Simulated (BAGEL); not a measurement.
# A workflow on C4H12Si (tetramethylsilane)

We compute a single-point energy (HF/cc-pVDZ), then the energy (NEVPT2(2,2)/cc-pVDZ) of C4H12Si (tetramethylsilane). 

Program for the calculation: BAGEL 1.2.2.

## Step 1: The system as given

C4H12Si has 17 atoms, charge 0, and is taken as a singlet. As SMILES, `C[Si](C)(C)C`. The C4–H13 distance was set to 2.515 Å, away from the relaxed value. At this shape a bond of the SMILES string is far longer than usual.

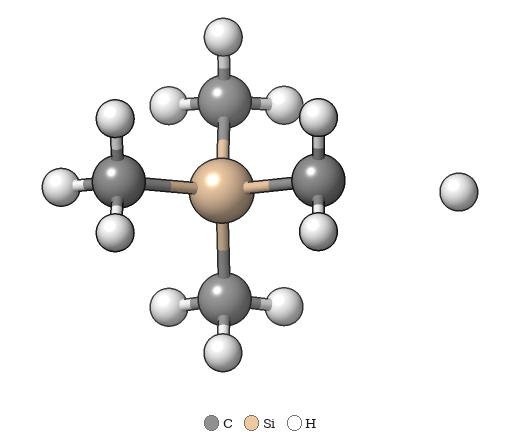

The structure, seen from a chosen angle (carbon grey, silicon light orange, hydrogen white).

## Step 2: The energy at HF/cc-pVDZ (density fitting with svp-jkfit) (run 1)

File calc.json:

```json
{ "bagel": [

{
  "title": "molecule",
  "basis": "cc-pvdz.json",
  "df_basis": "svp-jkfit",
  "geometry": [
    { "atom": "C", "xyz": [    -2.66155263,     2.20180306,    -1.33417877 ] },
    { "atom": "Si", "xyz": [    -1.96380906,     0.57918972,     1.73921511 ] },
    { "atom": "C", "xyz": [     1.10109995,     1.78974827,     3.04554498 ] },
    { "atom": "C", "xyz": [    -1.72029895,    -2.91600993,     1.20086993 ] },
    { "atom": "C", "xyz": [    -4.57420114,     1.24102850,     4.04432193 ] },
    { "atom": "H", "xyz": [    -2.81308977,     4.24695915,    -1.08082319 ] },
    { "atom": "H", "xyz": [    -4.44220377,     1.53454076,    -2.14281148 ] },
    { "atom": "H", "xyz": [    -1.16999180,     1.84848096,    -2.71993383 ] },
    { "atom": "H", "xyz": [     1.56196636,     0.87262639,     4.83897066 ] },
    { "atom": "H", "xyz": [     1.01534418,     3.82632502,     3.38435398 ] },
    { "atom": "H", "xyz": [     2.66154130,     1.43474432,     1.73832694 ] },
    { "atom": "H", "xyz": [    -1.31495270,    -3.91597740,     2.96311513 ] },
    { "atom": "H", "xyz": [     1.75398710,    -3.94062699,    -1.87602561 ] },
    { "atom": "H", "xyz": [    -3.48239297,    -3.67781522,     0.43634343 ] },
    { "atom": "H", "xyz": [    -6.38911300,     0.55483115,     3.33365263 ] },
    { "atom": "H", "xyz": [    -4.21949954,     0.31787839,     5.85864798 ] },
    { "atom": "H", "xyz": [    -4.76251235,     3.26845897,     4.39637791 ] }
  ]
},

{ "title": "hf" },

{ "title": "print", "file": "orbitals.molden", "orbitals": true }

]}
```

The basis set cc-pVDZ is read from a file made from the Basis Set Exchange's data (not shown).

Command:

```
BAGEL_NUM_THREADS=1 BAGEL calc.json > calc.out
```

Output:

```text
* using 1 threads per process

  ===============================================================
  ===============================================================

  *** Geometry ***

  { "atom" : "C", "xyz" : [     -2.661553,      2.201803,     -1.334179 ] },
  { "atom" : "Si", "xyz" : [     -1.963809,      0.579190,      1.739215 ] },
  { "atom" : "C", "xyz" : [      1.101100,      1.789748,      3.045545 ] },
  { "atom" : "C", "xyz" : [     -1.720299,     -2.916010,      1.200870 ] },
  { "atom" : "C", "xyz" : [     -4.574201,      1.241029,      4.044322 ] },
  { "atom" : "H", "xyz" : [     -2.813090,      4.246959,     -1.080823 ] },
  { "atom" : "H", "xyz" : [     -4.442204,      1.534541,     -2.142811 ] },
  { "atom" : "H", "xyz" : [     -1.169992,      1.848481,     -2.719934 ] },
  { "atom" : "H", "xyz" : [      1.561966,      0.872626,      4.838971 ] },
  { "atom" : "H", "xyz" : [      1.015344,      3.826325,      3.384354 ] },
  { "atom" : "H", "xyz" : [      2.661541,      1.434744,      1.738327 ] },
  { "atom" : "H", "xyz" : [     -1.314953,     -3.915977,      2.963115 ] },
  { "atom" : "H", "xyz" : [      1.753987,     -3.940627,     -1.876026 ] },
  { "atom" : "H", "xyz" : [     -3.482393,     -3.677815,      0.436343 ] },
  { "atom" : "H", "xyz" : [     -6.389113,      0.554831,      3.333653 ] },
  { "atom" : "H", "xyz" : [     -4.219500,      0.317878,      5.858648 ] },
  { "atom" : "H", "xyz" : [     -4.762512,      3.268459,      4.396378 ] },

  Number of auxiliary basis functions:      644

  Since a DF basis is specified, we compute 2- and 3-index integrals:
    o Being stored without compression. Storage requirement is 0.093 GB

  Number of basis functions:      134
  Number of electrons      :       50

    * METHOD: MOLECULE                             0.65

  *** RHF ***

  === Nuclear Repulsion ===
   242.8108080857

      * DIIS with orbital gradients will be used.

  === RHF iteration (cc-pvdz.json) ===
      0       -446.78143740          0.01543661           0.19
      1       -447.05028933          0.01080896           0.19
      2       -447.21424353          0.00197008           0.19
      3       -447.22172368          0.00088710           0.19
      4       -447.22316932          0.00013198           0.19
      5       -447.22324377          0.00006002           0.19
      6       -447.22325444          0.00001891           0.19
      7       -447.22325588          0.00000606           0.19
      8       -447.22325595          0.00000233           0.19
      9       -447.22325598          0.00000099           0.19
     10       -447.22325598          0.00000056           0.19
     11       -447.22325598          0.00000026           0.19
     12       -447.22325598          0.00000011           0.19
     13       -447.22325598          0.00000003           0.19
     14       -447.22325598          0.00000001           0.19
     15       -447.22325598          0.00000000           0.19
    * SCF iteration converged.

    * Permanent dipole moment:
           (    0.850098,    -0.418987,    -0.768785) a.u.

    * METHOD: HF                                   3.44

    * METHOD: PRINT                                0.05

  ===============================================================
```

Run time: 4.5 s. Hardware: 1 thread of Arm Neoverse V1, shared host; peak memory 0.27 GiB.

## Step 3: The energy at NEVPT2(2,2)/cc-pVDZ (density fitting with svp-jkfit) (run 2)

File input.json:

```json
{ "bagel": [

{
  "title": "molecule",
  "basis": "cc-pvdz.json",
  "df_basis": "svp-jkfit",
  "geometry": [
    { "atom": "C", "xyz": [ -2.66155263,  2.20180306, -1.33417877 ] },
    { "atom": "Si", "xyz": [ -1.96380906,  0.57918972,  1.73921511 ] },
    { "atom": "C", "xyz": [  1.10109995,  1.78974827,  3.04554498 ] },
    { "atom": "C", "xyz": [ -1.72029895, -2.91600993,  1.20086993 ] },
    { "atom": "C", "xyz": [ -4.57420114,  1.24102850,  4.04432193 ] },
    { "atom": "H", "xyz": [ -2.81308977,  4.24695915, -1.08082319 ] },
    { "atom": "H", "xyz": [ -4.44220377,  1.53454076, -2.14281148 ] },
    { "atom": "H", "xyz": [ -1.16999180,  1.84848096, -2.71993383 ] },
    { "atom": "H", "xyz": [  1.56196636,  0.87262639,  4.83897066 ] },
    { "atom": "H", "xyz": [  1.01534418,  3.82632502,  3.38435398 ] },
    { "atom": "H", "xyz": [  2.66154130,  1.43474432,  1.73832694 ] },
    { "atom": "H", "xyz": [ -1.31495270, -3.91597740,  2.96311513 ] },
    { "atom": "H", "xyz": [  1.75398710, -3.94062699, -1.87602561 ] },
    { "atom": "H", "xyz": [ -3.48239297, -3.67781522,  0.43634343 ] },
    { "atom": "H", "xyz": [ -6.38911300,  0.55483115,  3.33365263 ] },
    { "atom": "H", "xyz": [ -4.21949954,  0.31787839,  5.85864798 ] },
    { "atom": "H", "xyz": [ -4.76251235,  3.26845897,  4.39637791 ] }
  ]
},
{
  "title": "hf",
  "charge": 0
},
{
  "title": "casscf",
  "nstate": 1,
  "nact": 2,
  "nclosed": 24,
  "charge": 0,
  "active": [25, 26],
  "maxiter": 200,
  "natocc": "true"
},
{
  "title": "nevpt2",
  "nstate": 1,
  "nact": 2,
  "nclosed": 24,
  "charge": 0,
  "active": [25, 26],
  "maxiter": 200,
  "natocc": "true",
  "ncore": 9
},
{
  "title": "print",
  "file": "orbitals.molden",
  "orbitals": "true"
}

]}
```

The basis set cc-pVDZ is read from a file made from the Basis Set Exchange's data (not shown).

Command:

```
BAGEL_NUM_THREADS=1 BAGEL input.json > input.out
```

Output:

```text
* using 1 threads per process

  ===============================================================
  ===============================================================

  *** Geometry ***

  { "atom" : "C", "xyz" : [     -2.661553,      2.201803,     -1.334179 ] },
  { "atom" : "Si", "xyz" : [     -1.963809,      0.579190,      1.739215 ] },
  { "atom" : "C", "xyz" : [      1.101100,      1.789748,      3.045545 ] },
[... 13 lines of this table left out ...]
  { "atom" : "H", "xyz" : [     -4.762512,      3.268459,      4.396378 ] },

  Number of auxiliary basis functions:      644

  Since a DF basis is specified, we compute 2- and 3-index integrals:
    o Being stored without compression. Storage requirement is 0.093 GB

  Number of basis functions:      134
  Number of electrons      :       50

    * METHOD: MOLECULE                             0.63

  *** RHF ***

[... 11 lines left out ...]
    * SCF iteration converged.
[... 1 line left out ...]
    * Permanent dipole moment:
[... 27 lines left out ...]
    * Second-order optimization converged. *

     guess   0:   closed 1.                   open ..

  === FCI iteration ===

      0  0      -447.20990594     9.06e-02      0.00
      1  0      -447.30455410     1.88e-02      0.00
      2  0 *    -447.30839071     3.93e-16      0.00

     * ci vector, state   0, <S^2> = 0.0000
       2.     0.8776313426
       .2    -0.4793362353

    * METHOD: CASSCF                              10.91

    * freezing 9 orbitals

  === DF-NEVPT2 calculation ===

    * 3-index integral transformation done
    * assembly done

      NEVPT2 correlation energy:   -0.6608097311      0.77

          (+0)     -0.6139354836
          (+0)'    -0.0091468620
          (+1)     -0.0078087693
          (+1)'    -0.0000000000
          (+2)     -0.0002098083
          (-1)     -0.0287049624
          (-1)'     0.0000000000
          (-2)     -0.0010038455

      NEVPT2 total energy:       -447.9692004422

    * METHOD: NEVPT2                               1.14

    * METHOD: PRINT                                0.05

  ===============================================================
```

Wall time 17 s (1 thread of Arm Neoverse V1, shared host); peak memory 0.27 GiB.

## Step 4: Summary of results

```
                                quantity          value
         run 1, HF/cc-pVDZ: total energy  -447.22326 Eh
        run 1, HF/cc-pVDZ: dipole moment         3.10 D
          run 1, HF/cc-pVDZ: HOMO energy       -8.51 eV
          run 1, HF/cc-pVDZ: LUMO energy        0.17 eV
        run 1, HF/cc-pVDZ: HOMO–LUMO gap        8.68 eV
run 2, NEVPT2(2,2)/cc-pVDZ: total energy  -447.96920 Eh
```

One bond (run 1, HF/cc-pVDZ) is far stretched, which a spin-restricted single reference describes badly; a broken-symmetry solution may lie lower.
